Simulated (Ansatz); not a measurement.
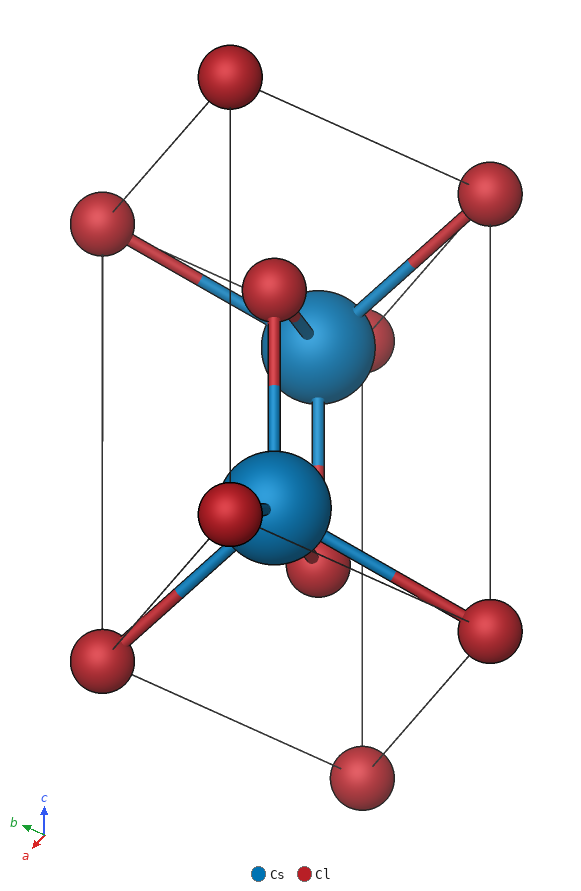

Ball-and-stick drawing of the structure, looking from a general direction. The wireframe shows the conventional unit cell.

Cell constants: a = 5.87 Å, b = 5.87 Å, c = 7.06 Å, α = 90.00°, β = 90.00°, γ = 120.00°.

Connected in the drawing: Cl–Cs up to 4.31 Å (cut-off distances).

Q: Formula?

A: Cs2Cl3. The cell holds 2 Cs, 3 Cl, counting shared atoms by their share.

Q: Determine the space group.

A: P-3m1 (No. 164), with Cs on 2d, Cl on 1a and Cl on 2d.

Q: What is the topology of the bonding, in broad terms?

A: The bonds build a three-dimensional framework.

The cell started as a textbook structure type filled with these elements (whether it is the usual form wasn't checked). The structure drawn was relaxed with DFT r2SCAN, scalar-relativistic, plane waves, PAW (Ansatz).
